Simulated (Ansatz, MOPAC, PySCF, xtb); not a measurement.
Breaking a bond: MgO, singlet.

Computed with: RKS-PBE = restricted PBE/cc-pVDZ run with Ansatz (a quantum-chemistry and plane-wave program); PM6, restricted, heats of formation (MOPAC); GFN1-xTB (xtb); RKS-B3LYP/3-21G = restricted B3LYP/3-21G run with PySCF.

Energies are in eV, each relative to the lowest point of its own curve near equilibrium.

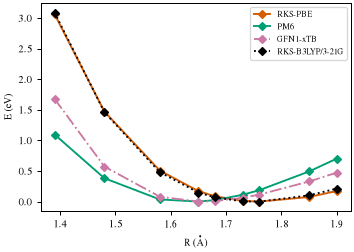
Figure: Energy against bond length for each method.

```tsv
R / Å	RKS-PBE	PM6	GFN1-xTB	RKS-B3LYP/3-21G
1.39	3.061	1.096	1.677	3.089
1.48	1.470	0.382	0.572	1.460
1.58	0.508	0.036	0.080	0.481
1.65	0.170	0.000	0.000	0.146
1.68	0.087	0.025	0.008	0.068
1.73	0.012	0.112	0.063	0.004
1.76	0.000	0.187	0.114	0.000
1.85	0.076	0.492	0.329	0.102
1.90	0.173	0.702	0.473	0.213
```

At the longest distance, 1.90 Å, PM6 lies highest above its minimum (0.702 eV) and RKS-PBE lowest (0.173 eV).

The scan ran from 1.39 to 6.86 Å; beyond the distances shown full CI changes its symmetry label. The restricted form behind RKS-PBE, PM6, RKS-B3LYP/3-21G keeps the bonding electrons paired and can't separate into open-shell fragments.
